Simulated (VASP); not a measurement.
# LiRe: structure and properties in VASP, part 3 of 3

Wanted: the relaxed cell of LiRe and its properties. The cell is invented: it takes the structure of COD entry 1539571, LiPd (space group 221 there), with some of its atoms replaced by other elements, volume scaled by an estimate. It may not be a known or stable phase.

VASP 6.6.1; vdW-DF2; plane waves and PAW (Re, Li_sv); invented cell.

So far. Step 3 (Full relaxation (vdW-DF2)): It ends with forces that vanish by symmetry and a pressure of -0.01 GPa. Step 4 (Single point with fields (vdW-DF2)): In this run the pressure is 0.03 GPa, small enough to go on. The relaxed cell has a = 2.978 Å (conventional setting).

## (5) Band structure (vdW-DF2)

Levels along the symmetry lines show where the bands peak and cross; KPOINTS_OPT computes them in the converged potential.

Contents of INCAR:

```
SYSTEM = LiRe
PREC = Accurate
ENCUT = 650
EDIFF = 1E-06
NELM = 100
ISMEAR = -1
SIGMA = 0.05
LREAL = .FALSE.
ALGO = Normal
GGA = ML
AGGAC = 0
LUSE_VDW = .TRUE.
ZAB_VDW = -1.8867
LASPH = .TRUE.
NBANDS = 17
LORBIT = 11
LWAVE = .FALSE.
LCHARG = .FALSE.
```

Contents of POSCAR:

```
LiRe
1.0
    2.9782195540      0.0000000000      0.0000000000
    0.0000000000      2.9782195540      0.0000000000
    0.0000000000      0.0000000000      2.9782195540
Re Li
1 1
Direct
    0.5000000000      0.5000000000      0.5000000000
    0.0000000000      0.0000000000      0.0000000000
```

Contents of KPOINTS:

```
Automatic mesh
0
Gamma
8 8 8
0 0 0
```

Contents of KPOINTS_OPT:

```
Line mode
16
Line-mode
Reciprocal
  0.00000000   0.00000000   0.00000000 GAMMA
  0.00000000   0.50000000   0.00000000 X

  0.00000000   0.50000000   0.00000000 X
  0.50000000   0.50000000   0.00000000 M

  0.50000000   0.50000000   0.00000000 M
  0.00000000   0.00000000   0.00000000 GAMMA

  0.00000000   0.00000000   0.00000000 GAMMA
  0.50000000   0.50000000   0.50000000 R

  0.50000000   0.50000000   0.50000000 R
  0.00000000   0.50000000   0.00000000 X

  0.50000000   0.50000000   0.00000000 M
  0.50000000   0.50000000   0.50000000 R
```

The projector-augmented-wave data sets are Re and Li_sv (PBE family, release 64).

Started as:

```
> mpirun -np 1 vasp_std
```

What it wrote:

```text
[... set-up lines as in an earlier step ...]
 entering main loop
       N       E                     dE             d eps       ncg     rms          rms(c)
DAV:   1     0.253211557166E+02    0.25321E+02   -0.45673E+03  1781   0.804E+02
DAV:   2    -0.752114537125E+01   -0.32842E+02   -0.30261E+02  1887   0.192E+02
DAV:   3    -0.923195142049E+01   -0.17108E+01   -0.16254E+01  1983   0.551E+01
DAV:   4    -0.929953876283E+01   -0.67587E-01   -0.67226E-01  1809   0.707E+00
DAV:   5    -0.930163319176E+01   -0.20944E-02   -0.20932E-02  1900   0.633E-01    0.312E+01
DAV:   6    -0.814595656916E+01    0.11557E+01   -0.24206E+00  2003   0.251E+01    0.623E+00
DAV:   7    -0.809257055276E+01    0.53386E-01   -0.13523E-01  2027   0.584E+00    0.836E-01
DAV:   8    -0.808540165887E+01    0.71689E-02   -0.62897E-03  1690   0.116E+00    0.465E-01
DAV:   9    -0.808546684042E+01   -0.65182E-04   -0.31752E-04  1682   0.104E-01    0.318E-01
DAV:  10    -0.808563374727E+01   -0.16691E-03   -0.38179E-04  1704   0.171E-01    0.271E-02
DAV:  11    -0.808563316222E+01    0.58505E-06   -0.20253E-05  1770   0.354E-02    0.105E-02
DAV:  12    -0.808563310793E+01    0.54294E-07   -0.21939E-07  1109   0.322E-03
   1 F= -.80856331E+01 E0= -.80743148E+01  d E =-.226366E-01
 Start KPOINTS_OPT (optional k-point list driver)
k-point batch [1-35\96]
       N       E                     dE             ncg
DAV:   1    -0.730410899199E+03   -0.11462E+05     1761
DAV:   2    -0.197050603035E+04   -0.12401E+04     1904
DAV:   3    -0.202669361287E+04   -0.56188E+02     1879
DAV:   4    -0.202868274476E+04   -0.19891E+01     1798
DAV:   5    -0.202880467397E+04   -0.12193E+00     1937
DAV:   6    -0.202880590647E+04   -0.12325E-02     1807
DAV:   7    -0.202880592544E+04   -0.18974E-04     1874
DAV:   8    -0.202880592557E+04   -0.12903E-06     1289
[...]
k-point batch [71-96\96]
       N       E                     dE             ncg
DAV:   1     0.457025602153E+04   -0.13411E+05     1334
DAV:   2     0.369264702864E+04   -0.87761E+03     1399
DAV:   3     0.364929278717E+04   -0.43354E+02     1453
DAV:   4     0.364759226002E+04   -0.17005E+01     1370
DAV:   5     0.364752812636E+04   -0.64134E-01     1448
DAV:   6     0.364752706904E+04   -0.10573E-02     1408
DAV:   7     0.364752705447E+04   -0.14565E-04     1272
DAV:   8     0.364752705386E+04   -0.60964E-06     1032
```

It took 89 s on 1 MPI rank of Intel Xeon Platinum 8488C (Sapphire Rapids), shared host; peak memory 0.33 GiB.

OUTCAR, selected parts (step 5):

```text
   k-points           NKPTS =     35   k-points in BZ     NKDIM =     35   number of bands    NBANDS=     17

   NELECT =      10.0000    total number of electrons

 E-fermi :   5.1498

 k-point     1 :       0.0000    0.0000    0.0000
  band No.  band energies     occupation
      1     -40.6620      2.00000
      2      -1.8035      2.00000
      3       1.9678      2.00000
      4       1.9678      2.00000
      5       6.8276      0.00000
      6       6.8276      0.00000
      7       6.8276      0.00000
      8      13.4709      0.00000
      9      13.4709      0.00000
    ...

Total vdW correction in eV:      1.7286593

  Total       -0.0015503     -0.0015503     -0.0015503     -0.0000000      0.0000000      0.0000000
  in kB       -0.0940293     -0.0940293     -0.0940293     -0.0000000      0.0000000      0.0000000
  external PRESSURE =      -0.0940293 kB  Pullay stress =       0.0000000 kB

 POSITION                                       TOTAL-FORCE (eV/Angst)
 -----------------------------------------------------------------------------------
      1.48911      1.48911      1.48911         0.000000      0.000000      0.000000
      0.00000      0.00000      0.00000         0.000000      0.000000      0.000000
 -----------------------------------------------------------------------------------
    total drift:                                0.000000      0.000000      0.000000

  FREE ENERGIE OF THE ION-ELECTRON SYSTEM (eV)
  ---------------------------------------------------
  free  energy   TOTEN  =        -8.0856331079 eV

  energy  without entropy=       -8.0629965556  energy(sigma->0) =       -8.07431483

Total vdW correction in eV:      1.7286851

[... 8 parts as in an earlier step ...]

[... 8 further parts left out ...]
```

Spin-orbit coupling is off here; with elements this heavy it splits and shifts levels by tenths of an eV or more.

This step gave:

```
bands    : 17
pressure : -0.009403 GPa
```

The electronic bands at the labelled points (eV, zero at the Fermi level; # counts the bands kept, so #1 is VASP's band 2):

```
    point     #1     #2     #3     #4     #5    #6    #7
        Γ  -6.95  -3.18  -3.18   1.68   1.68  1.68  8.32
        X  -5.32  -2.56  -0.53  -0.53  -0.39  1.90  3.98
        M  -3.50  -2.80   0.09   0.09   0.94  0.94  3.26
        Γ  -6.95  -3.18  -3.18   1.68   1.68  1.68  8.32
        R  -3.58  -3.58  -3.58   3.39   3.39  6.54  6.54
        X  -5.32  -2.56  -0.53  -0.53  -0.39  1.90  3.98
jump to M  -3.50  -2.80   0.09   0.09   0.94  0.94  3.26
        R  -3.58  -3.58  -3.58   3.39   3.39  6.54  6.54
```

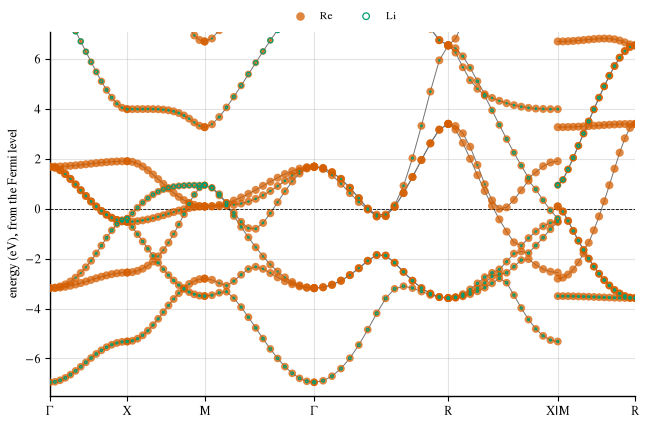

Electronic bands along the path; dots are coloured as in the legend, and their area grows with the weight.

There is no gap at this level.

## (6) Density of states (vdW-DF2)

A density of states needs more k-points than a total energy; ISMEAR = -5 takes tetrahedra, and LORBIT projects the states on the PAW spheres. The mesh is finer than in the run before.

Edit INCAR of step 5 so:

```diff
@@ -5,3 +5,3 @@
 NELM = 100
-ISMEAR = -1
+ISMEAR = -5
 SIGMA = 0.05
@@ -18 +18,2 @@
 LCHARG = .FALSE.
+NEDOS = 2001
```

POSCAR is that of step 5.

Contents of KPOINTS:

```
Automatic mesh
0
Gamma
11 11 11
0 0 0
```

Started as:

```
> mpirun -np 1 vasp_std
```

What it wrote:

```text
[... set-up lines as in an earlier step ...]
 entering main loop
       N       E                     dE             d eps       ncg     rms          rms(c)
DAV:   1     0.260595729640E+02    0.26060E+02   -0.45102E+03  2845   0.795E+02
DAV:   2    -0.755028177883E+01   -0.33610E+02   -0.31334E+02  3069   0.201E+02
DAV:   3    -0.923608335989E+01   -0.16858E+01   -0.16293E+01  3078   0.577E+01
DAV:   4    -0.929312460632E+01   -0.57041E-01   -0.56971E-01  3052   0.717E+00
DAV:   5    -0.929473332298E+01   -0.16087E-02   -0.16108E-02  2943   0.564E-01    0.312E+01
DAV:   6    -0.814053381293E+01    0.11542E+01   -0.24697E+00  3287   0.251E+01    0.627E+00
DAV:   7    -0.809091357235E+01    0.49620E-01   -0.12780E-01  3272   0.561E+00    0.933E-01
DAV:   8    -0.808379747369E+01    0.71161E-02   -0.58010E-03  2734   0.112E+00    0.428E-01
DAV:   9    -0.808384396036E+01   -0.46487E-04   -0.31982E-04  2816   0.108E-01    0.244E-01
DAV:  10    -0.808394196242E+01   -0.98002E-04   -0.35602E-04  2837   0.195E-01    0.194E-02
DAV:  11    -0.808394261503E+01   -0.65261E-06   -0.16648E-05  2655   0.345E-02    0.786E-03
DAV:  12    -0.808394280481E+01   -0.18978E-06   -0.18764E-07  1759   0.313E-03
   1 F= -.80839428E+01 E0= -.80839428E+01  d E =0.000000E+00
 -----------------------------------------------------------------------------
|                                                                             |
|           W    W    AA    RRRRR   N    N  II  N    N   GGGG   !!!           |
|           W    W   A  A   R    R  NN   N  II  NN   N  G    G  !!!           |
|           W    W  A    A  R    R  N N  N  II  N N  N  G       !!!           |
|           W WW W  AAAAAA  RRRRR   N  N N  II  N  N N  G  GGG   !            |
|           WW  WW  A    A  R   R   N   NN  II  N   NN  G    G                |
|           W    W  A    A  R    R  N    N  II  N    N   GGGG   !!!           |
|                                                                             |
|     Tetrahedron method does not include variations of the Fermi             |
|     occupations, so forces and stress will be inaccurate. We suggest        |
|     using a different smearing scheme ISMEAR = 1 or 2 for metals in         |
|     relaxations.                                                            |
|                                                                             |
 -----------------------------------------------------------------------------
```

The job ended after 55 s (1 MPI rank; peak memory 0.34 GiB).

Parts of OUTCAR (step 6):

```text
   k-points           NKPTS =     56   k-points in BZ     NKDIM =     56   number of bands    NBANDS=     17

   NELECT =      10.0000    total number of electrons

 E-fermi :   5.2837

 k-point     1 :       0.0000    0.0000    0.0000
  band No.  band energies     occupation
      1     -40.6629      2.00000
      2      -1.8033      2.00000
      3       1.9834      2.00000
      4       1.9834      2.00000
      5       6.8504      0.00000
      6       6.8504      0.00000
      7       6.8504      0.00000
      8      13.4677      0.00000
      9      13.4677      0.00000
    ...

Total vdW correction in eV:      1.7310146

  Total       -0.0541100     -0.0541100     -0.0541100     -0.0000000     -0.0000000     -0.0000000
  in kB       -3.2818464     -3.2818464     -3.2818464     -0.0000000     -0.0000000     -0.0000000
  external PRESSURE =      -3.2818464 kB  Pullay stress =       0.0000000 kB

  FREE ENERGIE OF THE ION-ELECTRON SYSTEM (eV)
  ---------------------------------------------------
  free  energy   TOTEN  =        -8.0839428048 eV

  energy  without entropy=       -8.0839428048  energy(sigma->0) =       -8.08394280

Total vdW correction in eV:      1.7310232

[... 7 parts as in an earlier step ...]

[... 10 further parts left out ...]
```

With tetrahedra the forces and stress of a metal are not exact derivatives of the energy.

This step gave:

```yaml
irreducible_k_points: 56
free_energy_toten: -8.084 eV
fermi_energy: 5.284 eV
pressure: -0.3282 GPa
dos_at_the_fermi_level: 2.267 states/eV/cell
```

The density of states has structure finer than the step of the table below, so its rows give means over 2 eV, whole bins alone (the curve runs from -12.0 to 7.97 eV). Peaks (eV: height): total -2.7: 3.38, -1.9: 2.52, 0.1: 2.88, 0.5: 2.91; Re d -2.5: 2.45, -0.9: 1.74, 0.1: 2.28, 0.5: 2.20; Re p -2.5: 0.122, -1.9: 0.184, 0.5: 0.189, 6.0: 0.137; Re s -5.3: 0.202, -2.7: 0.109, 4.0: 0.165, 7.5: 0.0788.

States under -12.0 eV and over 8.0 eV are left out. Table of density of states by energy, zero at the Fermi level; means over each step; values in states/eV/cell:

```
energy (eV)   total    Re d     Re p    Re s
        -10       0       0        0       0
         -8  2.3e-4       0        0  1.1e-4
         -6   0.267  0.0230  0.00810   0.109
         -4   0.908   0.407   0.0352   0.141
         -2    1.91    1.32   0.0986  0.0267
          0    2.11    1.61    0.106  0.0387
          2   0.736   0.514   0.0759  0.0192
          4   0.533   0.310   0.0615  0.0361
          6   0.476   0.174   0.0918  0.0190
```

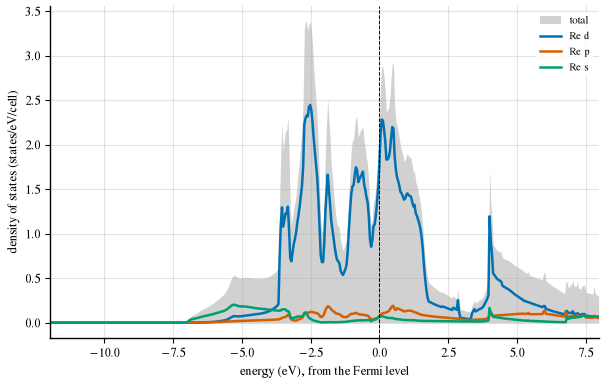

Density of states against energy.

The finer mesh and the other smearing move the Fermi level by +0.13 eV from the 8×8×8 run, one measure of the sampling error in the zero of the bands above. Of the states within 0.3 eV of the Fermi level, the largest shares in the PAW spheres are Re d 79 %. The rest lies in smaller channels or between the spheres.

## (7) Elastic constants (vdW-DF2)

IBRION = 6 with ISIF = 3 strains the cell both ways at fixed fractional positions, and adds the ions' share afterwards from the force constants. Stress converges slowly with the basis, so the cutoff is raised.

Contents of INCAR:

```
SYSTEM = LiRe
PREC = Accurate
ENCUT = 700
EDIFF = 1E-07
NELM = 100
ISMEAR = 1
SIGMA = 0.2
LREAL = .FALSE.
ALGO = Normal
GGA = ML
AGGAC = 0
LUSE_VDW = .TRUE.
ZAB_VDW = -1.8867
LASPH = .TRUE.
NBANDS = 11
LORBIT = 11
LWAVE = .FALSE.
LCHARG = .FALSE.
IBRION = 6
NFREE = 2
POTIM = 0.015
ISIF = 3
NSW = 1
```

POSCAR is that of step 6.

Contents of KPOINTS:

```
Automatic mesh
0
Gamma
22 22 22
0 0 0
```

Started as:

```
> mpirun -np 1 vasp_std
```

What it wrote:

```text
[... set-up lines as in an earlier step ...]
 entering main loop
       N       E                     dE             d eps       ncg     rms          rms(c)
DAV:   1     0.245457946886E+02    0.24546E+02   -0.50429E+03 13058   0.129E+03
DAV:   2    -0.772951390242E+01   -0.32275E+02   -0.30617E+02 12854   0.237E+02
DAV:   3    -0.923072404028E+01   -0.15012E+01   -0.14805E+01 13968   0.394E+01
DAV:   4    -0.928566135015E+01   -0.54937E-01   -0.54670E-01 11195   0.557E+00
[...]
DAV:  12    -0.807628212974E+01   -0.48306E-06   -0.11570E-06 11354   0.117E-02    0.363E-03
DAV:  13    -0.807628192717E+01    0.20256E-06   -0.11508E-07  8610   0.383E-03    0.258E-04
DAV:  14    -0.807628196752E+01   -0.40346E-07   -0.74643E-09  6422   0.260E-03
   1 F= -.80762820E+01 E0= -.80761994E+01  d E =-.247624E-03
[... from here on, the cycles between the ionic steps are left out ...]
   2 F= -.80763918E+01 E0= -.80764868E+01  d E =0.285184E-03
   3 F= -.80780781E+01 E0= -.80780386E+01  d E =-.118384E-03
   4 F= -.80763917E+01 E0= -.80764867E+01  d E =0.285196E-03
   5 F= -.80780781E+01 E0= -.80780386E+01  d E =-.118407E-03
   6 F= -.80763920E+01 E0= -.80764871E+01  d E =0.285188E-03
   7 F= -.80780786E+01 E0= -.80780391E+01  d E =-.118388E-03
   8 F= -.80748688E+01 E0= -.80748043E+01  d E =-.193284E-03
   9 F= -.80748687E+01 E0= -.80748043E+01  d E =-.193220E-03
  10 F= -.80748687E+01 E0= -.80748043E+01  d E =-.193229E-03
  11 F= -.80748687E+01 E0= -.80748043E+01  d E =-.193222E-03
 Finite differences progress:
  Degree of freedom:   5/  8
  Displacement:        2/  2
  Total:              10/ 16
[...]
N       E                     dE             d eps       ncg     rms          rms(c)
DAV:   1    -0.808308180469E+01   -0.82131E-02   -0.76325E-01103928   0.205E+01    0.442E-01
DAV:   2    -0.807896682079E+01    0.41150E-02   -0.47281E-03105781   0.626E-01    0.237E-01
DAV:   3    -0.807603938741E+01    0.29274E-02   -0.17112E-03108475   0.374E-01    0.679E-02
DAV:   4    -0.807494958789E+01    0.10898E-02   -0.21045E-04111263   0.145E-01    0.100E-02
DAV:   5    -0.807489177095E+01    0.57817E-04   -0.38096E-06103670   0.186E-02    0.472E-03
 hard stop encountered!  aborting job ...
 -----------------------------------------------------------------------------
|                                                                             |
|           W    W    AA    RRRRR   N    N  II  N    N   GGGG   !!!           |
|           W    W   A  A   R    R  NN   N  II  NN   N  G    G  !!!           |
|           W    W  A    A  R    R  N N  N  II  N N  N  G       !!!           |
|           W WW W  AAAAAA  RRRRR   N  N N  II  N  N N  G  GGG   !            |
|           WW  WW  A    A  R   R   N   NN  II  N   NN  G    G                |
|           W    W  A    A  R    R  N    N  II  N    N   GGGG   !!!           |
|                                                                             |
|     The electronic self-consistency was not achieved in the given           |
|     number of steps (NELM). The forces and other quantities evaluated       |
|     might not be reliable so examine the results carefully. If you find     |
|     spurious results, we suggest increasing NELM, if you were close to      |
|     convergence or switching to a different ALGO or adjusting the           |
|     density mixing parameters otherwise.                                    |
|                                                                             |
 -----------------------------------------------------------------------------

 soft stop encountered!  aborting job ...
```

It took 79 min on 1 MPI rank.

The run was stopped at its time limit, by a STOPCAR file.

More ranks or a longer limit would be the way on.

## (8) Summary of results

| Quantity | Value |
| --- | --- |
| relaxed volume | 13.21 Å³/atom |
| relaxed conventional cell a, b, c | 2.978, 2.978, 2.978 Å |
| space group after relaxing, within 0.02 Å | Pm-3m (No. 221) |
| band gap | none, a metal |
| DOS at the Fermi level | 2.27 states/eV/cell |

With vdW-DF2, LiRe relaxes to 13.21 Å³/atom in space group Pm-3m (held by the symmetry of the run) and comes out as a metal. Not obtained: elastic constants (vdW-DF2), because the run hit its time limit. Band structure (vdW-DF2): Of the bands kept, 4 cross the Fermi level on this path. Spin-orbit coupling is left out, and with elements this heavy it would split and shift bands near the Fermi level. The k-sampling is coarse for a metal, so the Fermi level, pressures and the shape of the cell carry errors. No search among competing phases was made. All values are for a static lattice at zero temperature.

[Lines on the potential files, build, host, timing and source positions are cut from VASP's logs without a mark.]

[Logs are printed without paths, hosts, clocks, repeated set-up lines and the standing remarks that a program may print on its own settings, such as how far it seeks lower states.]

[Hosts, paths, dates, database ids (printed as entryN), source tags and the programs' standing remarks are cut or masked in the printed files.]

[A measured line is paired with the nearest computed mode of its activity, which favours agreement.]
